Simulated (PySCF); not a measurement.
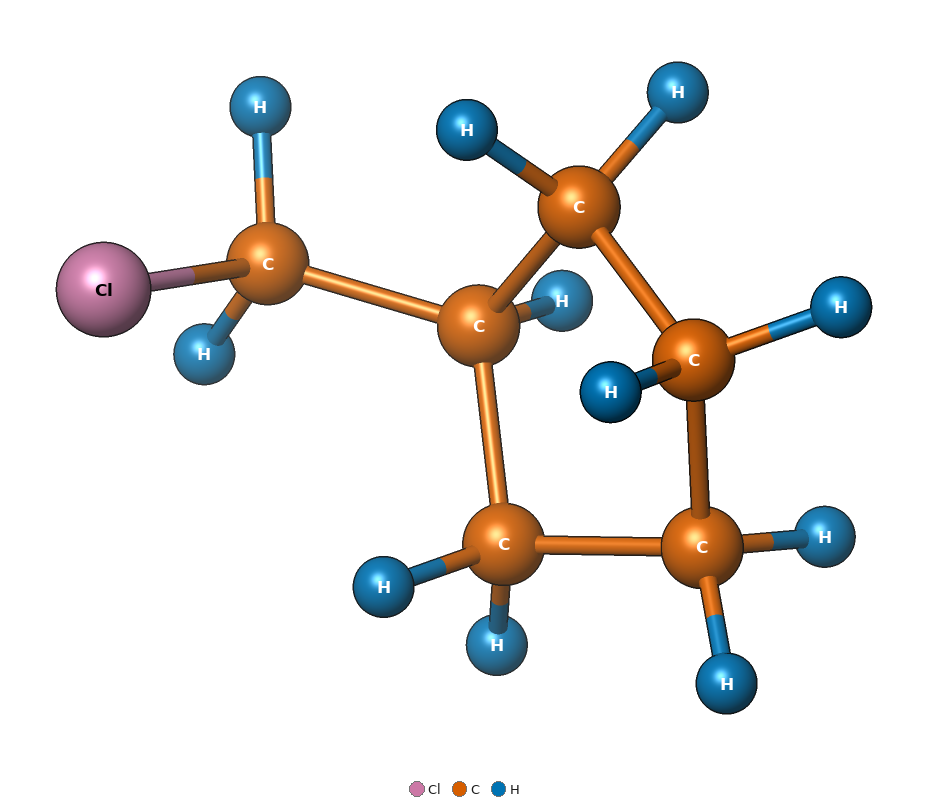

**What is the molecular formula?**

C₆H₁₁Cl, 18 atoms: 6 carbon, 11 hydrogen and 1 chlorine.

**Give a SMILES string for it.**

ClCC1CCCC1

**Does it have rings?**

Independent rings (smallest set): 1 of 5 members.

**Name some functional groups or characteristic bonds that it holds.**

Among them: C–Cl bond.

More results for the same structure follow; atom numbers are the same in all pictures, views and colours differ. Computed geometry: PBE0-D3(BJ)/def2-SVP optimisation. No frequency run is at hand to confirm it as a minimum.

**Shape**

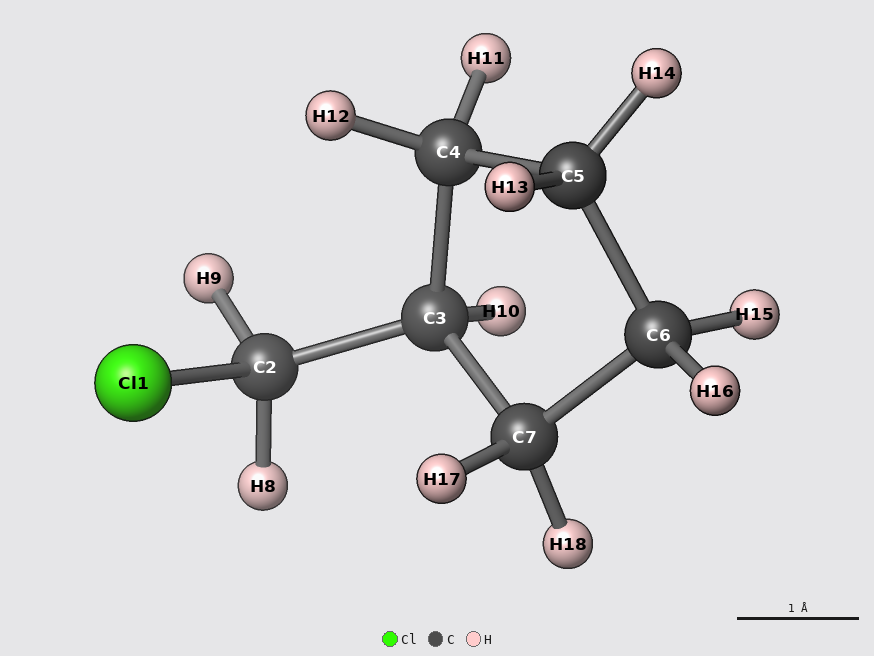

Numbered structure. No frequency run is at hand to confirm it as a minimum.

Estimate the angles Cl1–C2–C3, Cl1–C2–H9, C2–C3–C7, C3–C2–H9, C3–C4–C5, C3–C7–C6, C3–C7–H17, C4–C5–H13, C5–C4–H11, C5–C6–H16, C6–C5–H13, C6–C7–H18.

```json
{"angle": "Cl1–C2–C3", "degrees": "112.8"}
{"angle": "Cl1–C2–H9", "degrees": "106.2"}
{"angle": "C2–C3–C7", "degrees": "115.1"}
{"angle": "C3–C2–H9", "degrees": "111.4"}
{"angle": "C3–C4–C5", "degrees": "106.0"}
{"angle": "C3–C7–C6", "degrees": "103.5"}
{"angle": "C3–C7–H17", "degrees": "109.1"}
{"angle": "C4–C5–H13", "degrees": "109.7"}
{"angle": "C5–C4–H11", "degrees": "111.9"}
{"angle": "C5–C6–H16", "degrees": "113.2"}
{"angle": "C6–C5–H13", "degrees": "109.2"}
{"angle": "C6–C7–H18", "degrees": "114.0"}
```

**Levels of theory compared**

No frequency run is at hand to confirm it as a minimum. Program: PySCF 2.14.0.

Tabulate HOMO–LUMO gap (eV), HOMO energy (eV), dipole (D) at these levels: BHandHLYP/aug-pcX-1 (pcseg-1 on H) (def2-SVPD on Cl); PBE0/def2-SVPD; PBE0/def2-SVPD in chloroform (IEF-PCM); PBE0/pcSseg-1 in chloroform (IEF-PCM).

```tsv
level	HOMO–LUMO gap (eV)	HOMO energy (eV)	dipole (D)
BHandHLYP/aug-pcX-1 (pcseg-1 on H) (def2-SVPD on Cl)	10.02	−9.53	2.12
PBE0/def2-SVPD	8.82	−8.26	2.08
PBE0/def2-SVPD in chloroform (IEF-PCM)	8.89	−8.29	2.64
PBE0/pcSseg-1 in chloroform (IEF-PCM)	9.40	−8.28	2.58
```

**Quadrupole coupling**

No frequency run is at hand to confirm it as a minimum. Electric field gradients from the ground-state density, PBE0/pcSseg-1 in chloroform (IEF-PCM) (PySCF 2.14.0), non-relativistic apart from any core potentials.

Give the largest field-gradient component, the quadrupole coupling constant and the asymmetry for 35Cl at Cl1 (Q = −81.7 mb).

```tsv
atom	V_zz (a.u.)	e²qQ/h (MHz)	η
Cl1	3.694	−70.9	0.03
```

**NMR shielding**

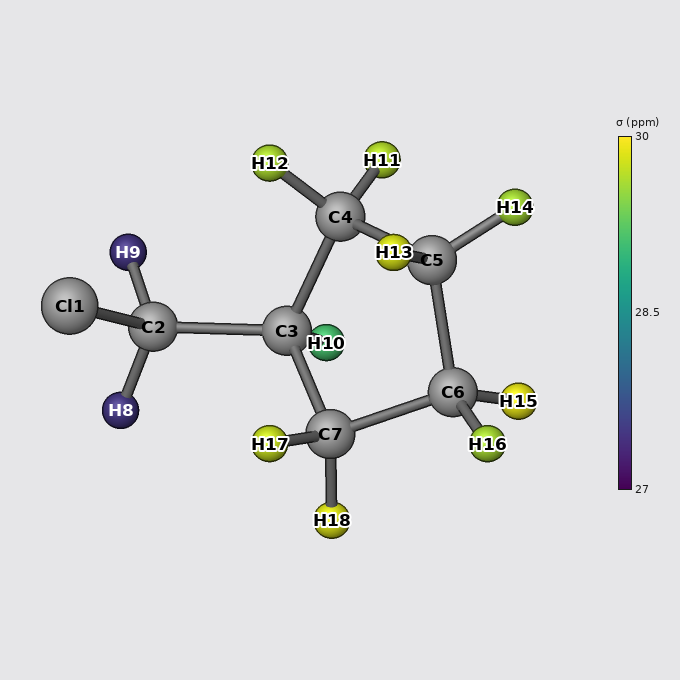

Atoms are coloured by their isotropic NMR shieldings (H only, the others grey). No frequency run is at hand to confirm it as a minimum. Method: GIAO PBE0/pcSseg-1 NMR shielding, non-relativistic, IEF-PCM chloroform (PySCF 2.14.0).

List the isotropic NMR shieldings of the H atoms.

```csv
atom,σ (ppm)
H8,27.49
H9,27.47
H10,29.13
H11,29.66
H12,29.63
H13,29.81
H14,29.60
H15,29.88
H16,29.60
H17,29.75
H18,29.85
```
